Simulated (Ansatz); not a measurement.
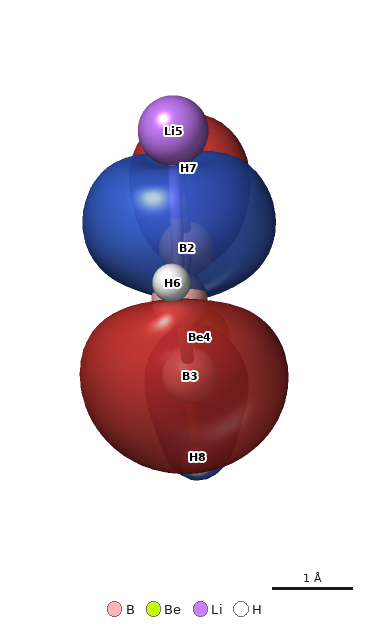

B₃BeH₄Li. The HOMO at ±0.1 Å⁻³ᐟ² (red and blue are the two phases), seen at an oblique angle.

Geometry: B3LYP-D3(BJ)/def2-SVP.

Computed with isolated molecule in a Gaussian basis; Kohn-Sham density functional theory, functional PBE0 in Ansatz.

Input file:

```
crystal:
  periodic: [false, false, false]
  atoms:
    - {symbol: B, position_ang: [-1.826606, -2.394664, 0.388497]}
    - {symbol: B, position_ang: [-1.806969, -0.792588, 0.511721]}
    - {symbol: B, position_ang: [-0.698217, -1.591736, -0.343777]}
    - {symbol: Be, position_ang: [-0.455200, 0.223975, -0.360678]}
    - {symbol: Li, position_ang: [-3.414573, -1.663029, 1.578642]}
    - {symbol: H, position_ang: [-2.389380, -3.422362, 0.700127]}
    - {symbol: H, position_ang: [-2.315990, 0.221896, 0.959952]}
    - {symbol: H, position_ang: [0.287706, -1.354106, -1.023264]}
    - {symbol: H, position_ang: [0.110024, 1.395180, -0.661522]}
basis:
  gaussian: {orbitals: def2-TZVPD}
hamiltonian: {xc: {name: PBE0}}
output: {forces: true, orbitals: {seedname: orbitals}}
```

Run with:

```sh
ansatz run input.yaml --threads 2 --pin off --max-ram 4350MiB --events-out events.jsonl --progress --plain --runs-dir runs
```

**Where does this orbital lie, and at what energy?**

Its weight (Hirshfeld) is mainly on B1 (about 40 %), B3 (about 25 %) and B2 (about 15 %); it is symmetric in the molecular plane (an in-plane orbital: σ, lone-pair or in-plane π type). Its energy is −6.39 eV.
